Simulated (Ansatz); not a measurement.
Reaction (SMILES): ClCl (Cl2) → Cl2- (doublet, bonded as ClCl) (an electron is taken up)
B3LYP-D3(BJ)/def2-TZVP geometries, fixed; electronic energies without zero-point terms; positive where energy is released.

Basis-set convergence of the adiabatic electron affinity at MP2 with Ansatz (a first-principles code). Cartesian d functions, on some or all atoms, in 6-31+G*, 6-311+G**; all else is spherical. Cores are frozen. Open shells are unrestricted. No added dispersion term, no relativity. Functions are those of the species that has most. Reference: Hartree-Fock in aug-cc-pV(Q+d)Z plus the correlation part extrapolated as X^-3 from aug-cc-pV(T+d)Z and aug-cc-pV(Q+d)Z, 2.337 eV, itself unsure by roughly 0.009 eV (a third of the extrapolation step and of the last Hartree-Fock step). Deviations are taken from unrounded values.

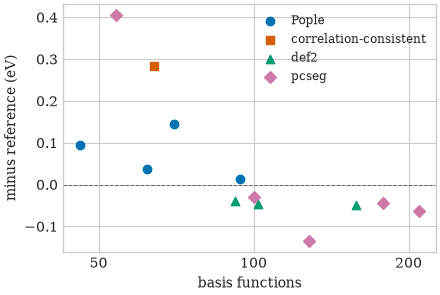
*Deviation from the reference against the number of basis functions, by family of sets.*

```tsv
basis	functions	adiabatic electron affinity (eV)	minus reference (eV)
6-31+G*	46	2.431	0.094
aug-pcseg-1	54	2.742	0.405
6-311+G**	62	2.374	0.036
aug-cc-pV(D+d)Z	64	2.621	0.284
6-311++G(2d,2p)	70	2.482	0.144
def2-TZVPD	92	2.297	-0.040
6-311++G(3df,3pd)	94	2.351	0.013
aug-pcseg-2	100	2.307	-0.030
def2-TZVPPD	102	2.291	-0.046
pcseg-3	128	2.203	-0.135
def2-QZVPPD	158	2.288	-0.049
aug-pcseg-3	178	2.293	-0.045
pcseg-4	210	2.275	-0.062
```
